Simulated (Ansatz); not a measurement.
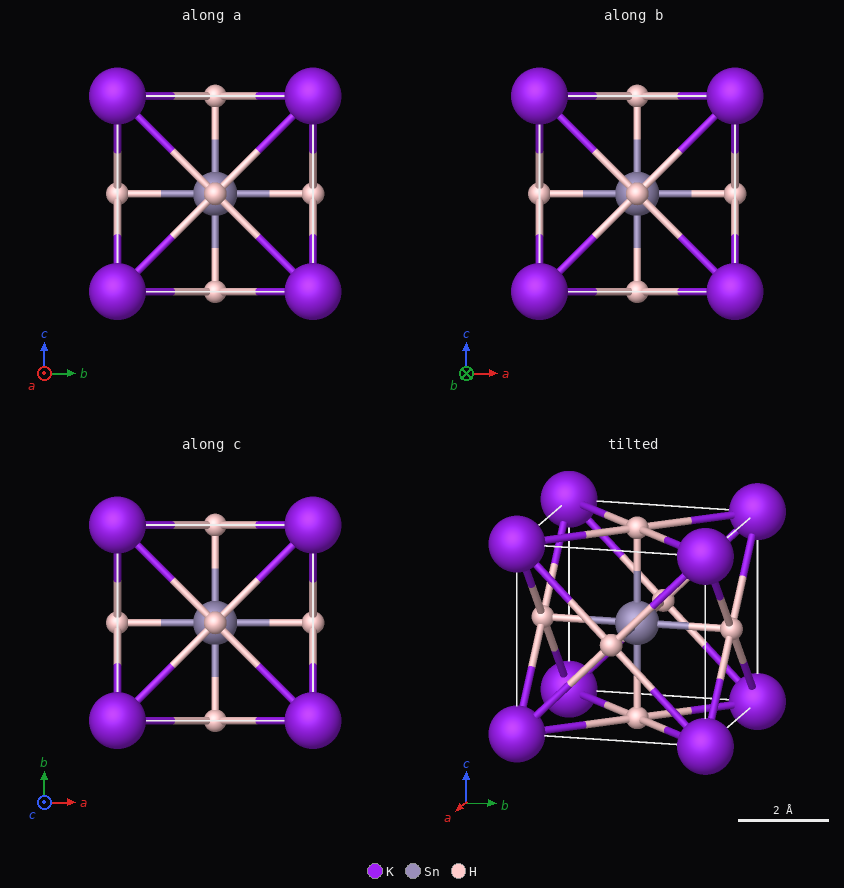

Crystal structure, ball-and-stick style, seen along the a axis, along the b axis, along the c axis and slightly off an axis. Lines trace the edges of the conventional unit cell.

Lattice parameters: a = 4.364 Å, b = 4.364 Å, c = 4.364 Å, α = 90.00°, β = 90.00°, γ = 90.00°.

> Reconstruct the structure as a table of Wyckoff sites.

Space group Pm-3m (No. 221).
```
atom  site       x       y       z
   K    1a  0.0000  0.0000  0.0000
  Sn    1b  0.5000  0.5000  0.5000
   H    3c  0.5000  0.5000  0.0000
```

The structure comes from a structure type filled with these elements by a generator (whether the compound takes this form wasn't checked). Earlier steps of the study may have refined or changed the cell and positions. It went into a calculation with Ansatz.
